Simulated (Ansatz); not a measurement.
## Electronic structure of FHOZn···HCl in real space

| atom | x (Å) | y (Å) | z (Å) |
| --- | --- | --- | --- |
| Zn | -0.4091 | 0.3704 | -0.0788 |
| Cl | 1.8914 | -1.2279 | 0.4587 |
| O | -1.7803 | -0.5341 | -0.7586 |
| H | 2.0971 | 0.0019 | 0.7724 |
| F | 0.7956 | 1.5034 | 0.5841 |
| H | -2.5949 | -0.1137 | -0.9779 |

The calculation used Ansatz, RHF/def2-SVP.

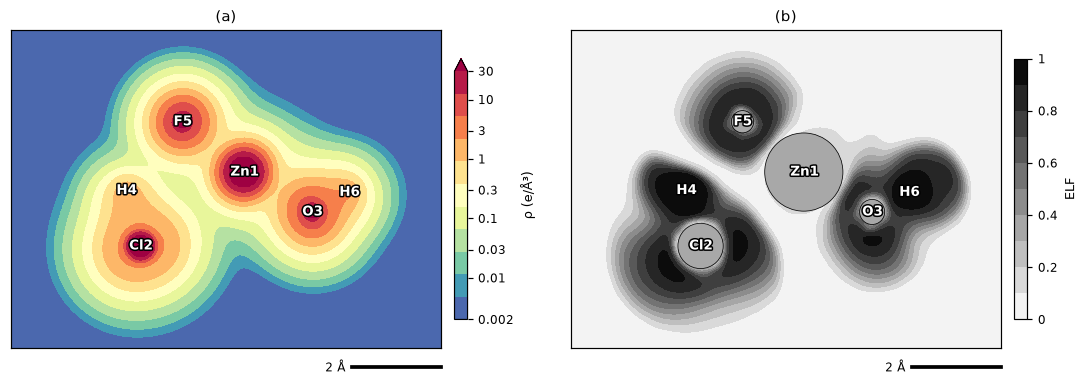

Figure 1. (a) electron density; (b) electron localisation function on the molecular plane. Grey discs cover the atomic cores in the ELF map.

Read the bonding off the picture.

The plane passes through Zn, Cl, O, H and F nuclei.
Zn1···Cl2 (2.85 Å): the density falls to about 0.12 e/Å³ on the way; the ELF dips to about 0.05 between them.
Zn–O (1.78 Å): ρ at the midpoint is about 0.86 e/Å³; the ELF peaks at about 0.85 in the valence shell of O, 0.6 Å from its nucleus, and is about 0.20 at the midpoint.
Zn–F (1.78 Å): the density is about 0.75 e/Å³ at the midpoint; the ELF peaks at about 0.80 in the valence shell of F, 0.5 Å from its nucleus, and is about 0.10 at the midpoint.
O–H (0.94 Å): ρ at the midpoint is about 3.8 e/Å³; the ELF climbs to about 1 towards the hydrogen, as it does in any bond to H; a covalent bond by its length.
Cl–H (1.29 Å): ρ at the midpoint is about 1.9 e/Å³; the ELF climbs to about 1 towards the hydrogen.
The ELF also peaks beside Cl2, O3 and F5, away from the bonds: lone-pair regions.

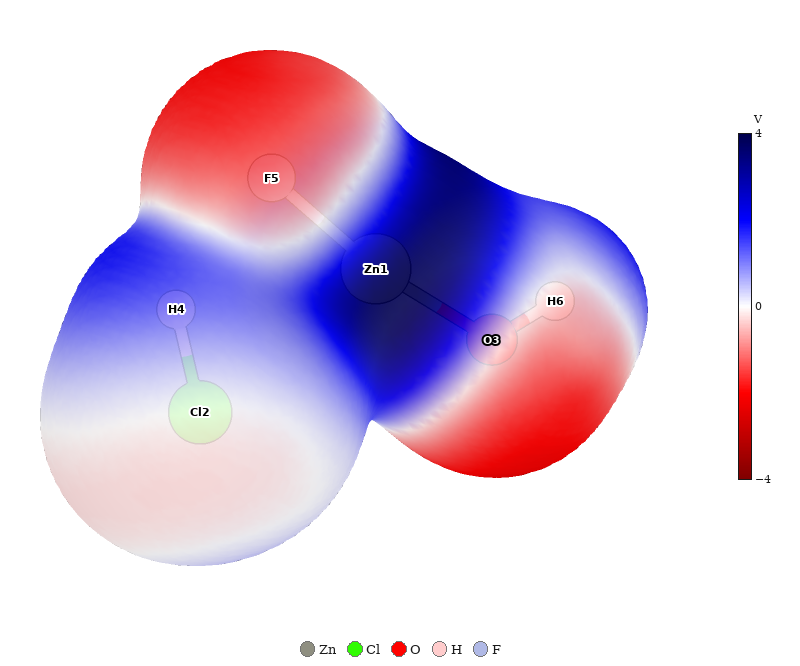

Figure 2. The electrostatic potential painted on the density surface at 0.002 e/bohr³, seen at a tilt; the colour scale runs from red (negative) to blue (positive).

Which sites attract a positive test charge, and which a negative one?

A positive charge is drawn to the negative regions and a negative charge to the positive ones. The most negative region (about −2.3 V) lies over O3, the most positive (about +3.9 V) over Zn1. O3 is the likeliest acceptor of a hydrogen bond.

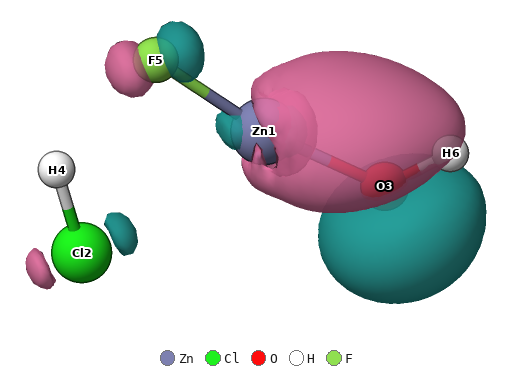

Figure 3. The HOMO−1 at ±0.1 Å⁻³ᐟ² (teal and pink are the two phases), seen at a tilt.

Where does this orbital lie, and at what energy?

It lies mainly on O3 (about 75 %) and Zn1 (about 15 %); it is symmetric in the molecular plane (an in-plane orbital: σ, lone-pair or in-plane π type); largely a lone pair of O3. Its energy is −12.67 eV.

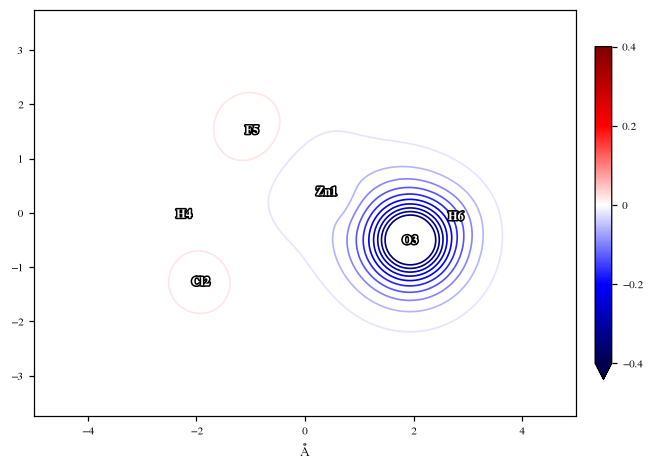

Figure 4. The HOMO on a plane 0.8 Å above the molecular plane (values in Å⁻³ᐟ²; the overall sign is arbitrary).

Where does this orbital lie, and at what energy?

By Hirshfeld shares it lies mainly on O3 (about 85 %) and Zn1 (about 10 %); it changes sign across the molecular plane (π type). Its energy is −12.38 eV.
